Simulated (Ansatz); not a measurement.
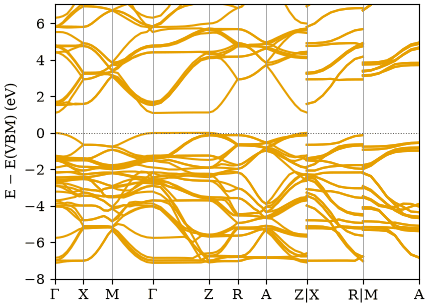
*Band structure from LDA (plane waves, PAW; program Ansatz)*

Read off the gap and where the band edges lie.

About 1.1 eV (1.09 eV by a search for the band edges); maximum at Z, minimum at Γ.

Which compound is it?
A) TiO2, rutile
B) WO3, P-42_1m (W on 4e, O on 4e, O on 8f)
C) Mg2SeS, P-4m2 (Mg on 2g, Se on 1b, S on 1d)
D) CuI, P4/nmm (Cu on 2b, I on 2c)

B, WO3, P-42_1m (W on 4e, O on 4e, O on 8f)

The workflow started from a Materials Project entry (that database holds measured and hypothetical structures alike); the Crystallography Open Database copy checked does not list it. COD files the formula under space group No. 2, 14, 62, 129, 130, 191. Its standing as an ambient phase is unchecked. The LDA relaxation kept the symmetry of its start; phonons show weakly imaginary modes. No spin polarisation was allowed. No Hubbard U is applied. Spin–orbit coupling is left out wherever it is not named.

Potentials: the later of the program's two PAW sets.
